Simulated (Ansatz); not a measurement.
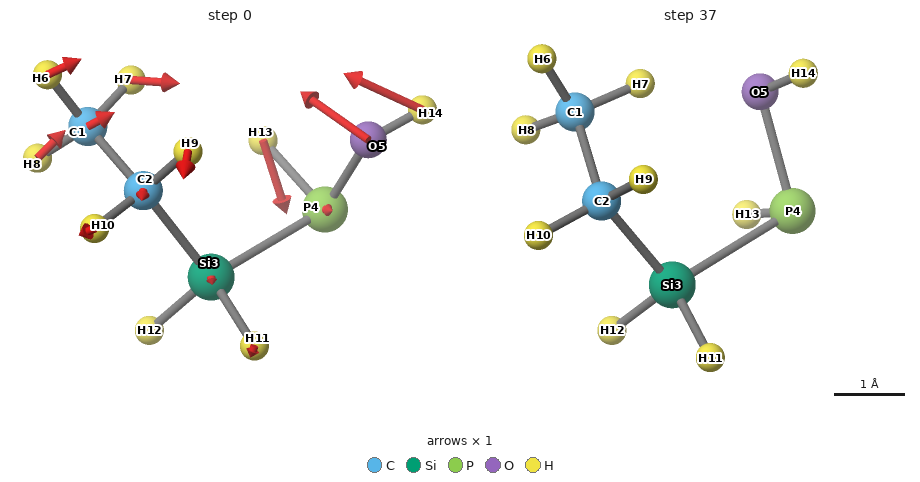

The structure of C$_{2}$H$_{9}$OPSi before (left) and after (right) a relaxation, at one scale. The red arrows give the displacements, at their true length.

The picture is a ball-and-stick view, seen at a tilt.

The run prepares the start of a later molecular dynamics calculation, from a guessed geometry.

All numbers below come from Ansatz 0.2.0, RKS BLYP-D4/STO-3G.

Input
```yaml
crystal:
  periodic: [false, false, false]
  atoms:
    - { symbol: C, position_ang: [-0.932, 1.0463, 1.0372] }
    - { symbol: C, position_ang: [0.4249, 0.5123, 0.9685] }
    - { symbol: Si, position_ang: [0.5511, -1.2252, 0.3089] }
    - { symbol: P, position_ang: [0.0598, -1.2984, -1.8414] }
    - { symbol: O, position_ang: [0.818, -0.0555, -2.4472] }
    - { symbol: H, position_ang: [-0.9574, 2.1162, 1.4487] }
    - { symbol: H, position_ang: [-1.4015, 1.1618, 0.0324] }
    - { symbol: H, position_ang: [-1.6003, 0.4956, 1.6444] }
    - { symbol: H, position_ang: [1.0598, 1.1962, 0.4053] }
    - { symbol: H, position_ang: [0.8496, 0.5405, 2.0058] }
    - { symbol: H, position_ang: [1.9754, -1.7031, 0.4669] }
    - { symbol: H, position_ang: [-0.2857, -2.1336, 1.101] }
    - { symbol: H, position_ang: [-1.3294, -0.6658, -1.7068] }
    - { symbol: H, position_ang: [0.7547, -0.0164, -3.3949] }
basis:
  gaussian: { orbitals: STO-3G }
hamiltonian:
  xc: blyp
  dispersion: d4
relax:
  f_tol: 0.02
  max_steps: 40
output:
  orbitals: {}
```

Command:
```bash
ansatz run input.yaml --threads 1 --pin off --max-ram 2048MiB --backend cpu --events-out ev --progress --plain --runs-dir out
```

**Describe what moved and what it gained.**

The relaxation stopped without meeting its thresholds, so the last structure isn't shown to be converged. The largest move after the best rigid fit is that of O5, 1.40 Å. By element the largest moves are O 1.40 Å, H 1.32 Å, C 0.45 Å, P 0.15 Å, Si 0.12 Å. Near-neighbour distances that change, for instance: P4–O5 1.577 → 1.794 Å, C1–C2 1.460 → 1.572 Å, P4–H13 1.532 → 1.430 Å, O5–H14 0.951 → 1.045 Å. Among the angles between lasting bonds that change: P4–O5–H14 112.5° → 100.8°, H6–C1–H7 102.6° → 110.1°, O5–P4–H13 98.3° → 91.6°. Groups turn about P4–O5 by about 75°, Si3–P4 by about 55°. The energy falls by 152.5 kJ/mol in 34 accepted moves (37 points after the start). Largest force component: 6 eV/Å at the start, 0.056 eV/Å at the end. The line search rejected the trial steps at points 16, 19, 28 of the run. The forces were under the threshold at step 13, but the run went on from there.

Limits of the set-up: STO-3G is a minimal basis, so the numbers are rough.
